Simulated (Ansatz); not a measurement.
## Phonon calculation of SiH$_{4}$O$_{2}$

The run: phonon calculation of SiH$_{4}$O$_{2}$. Method and program: RKS PBE0-D4/def2-TZVP (Ansatz 0.2.0).

The geometry comes from this level: PBE0-D4/def2-TZVP. Figures and captions count atoms from 1; the log counts them from 0 in places.

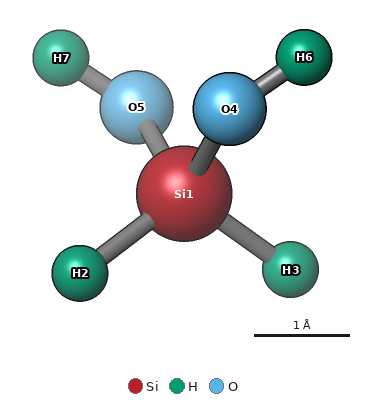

The structure as given in the input (ball-and-stick view, seen at a tilt; atoms are numbered from 1 in the order of the input).

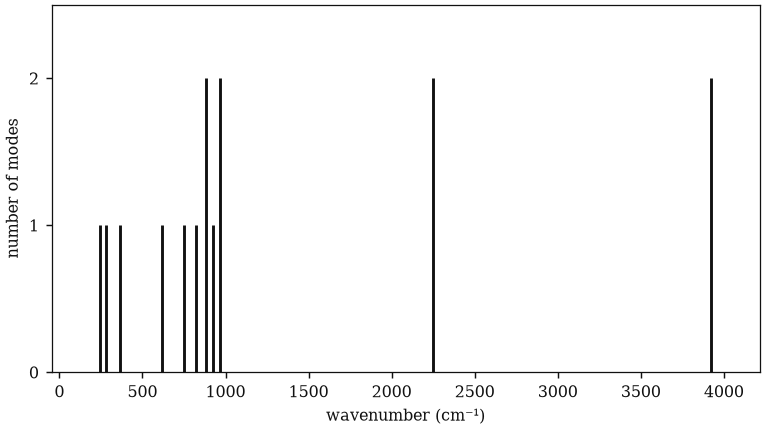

Harmonic vibrational wavenumbers from the force constants; neighbouring modes closer than 17 cm⁻¹ are counted in one stick. 15 modes from 247 to 3922 cm⁻¹, none imaginary.

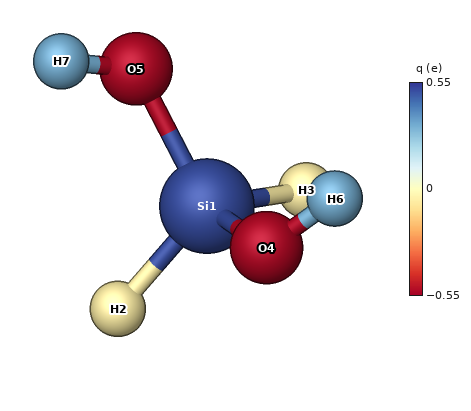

Mulliken charges, as the colour of each atom (ball-and-stick view, seen at a tilt; atoms are numbered from 1 in the order of the input). By element: Si +0.50, H −0.06 to +0.33 and O −0.52 e.

The input and output of the run follow.

Input:
```yaml
crystal:
  periodic: [false, false, false]
  atoms:
    - {symbol: Si, position_ang: [-1.014520, 0.190496, -0.220937]}
    - {symbol: H, position_ang: [-2.133319, 0.935798, -0.842228]}
    - {symbol: H, position_ang: [-1.461700, -1.018586, 0.507990]}
    - {symbol: O, position_ang: [-0.327867, 1.283999, 0.792999]}
    - {symbol: O, position_ang: [0.021207, -0.392935, -1.353274]}
    - {symbol: H, position_ang: [0.360955, 0.974178, 1.382857]}
    - {symbol: H, position_ang: [0.350859, 0.218499, -2.013481]}
basis:
  gaussian: {orbitals: def2-TZVP}
hamiltonian: {xc: pbe0, dispersion: d4}
phonons: {temperatures: {t_min: 298.15, t_max: 900, t_step: 200}}
```

The program's output:
```
Functional definition: PBE0
  name "PBE0"
  cite "Adamo & Barone, J. Chem. Phys. 110, 6158 (1999) doi:10.1063/1.478522"
  cite "Perdew, Burke & Ernzerhof, Phys. Rev. Lett. 77, 3865 (1996) doi:10.1103/PhysRevLett.77.3865"
  parent pbe
  parameter a = 0.25
  parameter kappa = 0.804
  parameter beta = 0.06672455060314922
  exchange = (1 - a)*pbe_x(kappa = kappa, mu = beta*pi^2/3) + a*exact_x
  correlation = pbe_c(beta = beta)
746 factors; their error is unknown
mean field evaluation 1: about -12026.2268 eV, gradient 7.0e1 eV
mean field evaluation 2: about -12014.5361 eV, gradient 1.1e2 eV
mean field evaluation 4: about -12033.6742 eV, gradient 1.3e0 eV
mean field evaluation 8: about -12033.7177 eV, gradient 2.4e-1 eV
mean field evaluation 16: about -12033.7177 eV, gradient 5.2e-5 eV
mean field -12033.71774729 eV, -442.2309704661 hartree, gradient 5.2e-5 eV, S^2 0.000000; 0 other end points of the search recorded, 0 dependent functions left out
the calculation of the forces begins
reference -12033.71777288 eV, -442.2309714065 hartree; 17, 17 occupied and 106, 106 virtual orbitals, 746 factors
these checks for a lower state are left out or cut short: stability, starts, cluster_reference, orbital_swaps, neighbouring_geometries, increment
746 factors; their error is unknown
mean field -12033.71761562 eV, -442.2309656274 hartree, gradient 1.5e-6 eV, S^2 0.000000; 0 other end points of the search recorded, 0 dependent functions left out
[... from here on the field's lines of each further geometry are left out, up to the last ...]
the calculation of the forces begins
reference -12033.71768822 eV, -442.2309682951 hartree; 17, 17 occupied and 106, 106 virtual orbitals, 746 factors
these checks for a lower state are left out or cut short: stability, starts, cluster_reference, orbital_swaps, neighbouring_geometries, increment
746 factors; their error is unknown
mean field evaluation 288: about -12033.6775 eV, gradient 2.7e-1 eV
mean field -12033.71766433 eV, -442.2309674172 hartree, gradient 2.0e-6 eV, S^2 0.000000; 0 other end points of the search recorded, 0 dependent functions left out
the calculation of the forces begins
reference -12033.71768993 eV, -442.2309683580 hartree; 17, 17 occupied and 106, 106 virtual orbitals, 746 factors
Total energy: -12033.79519187 eV, -442.2338165018 hartree
Atom 0 at    -1.014520     0.190496    -0.220937 Å, force     0.001471     0.000367    -0.000072 eV/Å
Atom 1 at    -2.133319     0.935798    -0.842228 Å, force    -0.001404     0.001110    -0.001051 eV/Å
Atom 2 at    -1.461700    -1.018586     0.507990 Å, force    -0.000440    -0.001619     0.001272 eV/Å
Atom 3 at    -0.327867     1.283999     0.792999 Å, force     0.000029     0.000507     0.000464 eV/Å
Atom 4 at     0.021207    -0.392935    -1.353274 Å, force     0.000178    -0.000418    -0.000664 eV/Å
Atom 5 at     0.360955     0.974178     1.382857 Å, force     0.000067    -0.000066     0.000299 eV/Å
Atom 6 at     0.350859     0.218499    -2.013481 Å, force     0.000098     0.000119    -0.000248 eV/Å
Dipole moment:     0.212824     0.063034    -0.014746 e Å
Vibrations: 246.63 283.41 366.82 617.99 749.46 822.66 872.70 886.90 924.48 967.39 969.94 2250.50 2252.12 3920.11 3922.00 cm⁻¹, zero-point energy 1.243134 eV
```

Key numbers:

| quantity | value |
| --- | --- |
| outcome | converged |
| total energy | −12033.7952 eV |
| mean-field energy | −12033.7178 eV |
| dispersion energy | −0.0774 eV |
| largest force (length of the vector) | 0.002 eV/Å |
| dipole moment | 1.07 D |
| hardware | 2 CPU threads, shared host |
| wall time | 50 s (CPU time 91 s) |
| peak memory | 0.22 GiB |
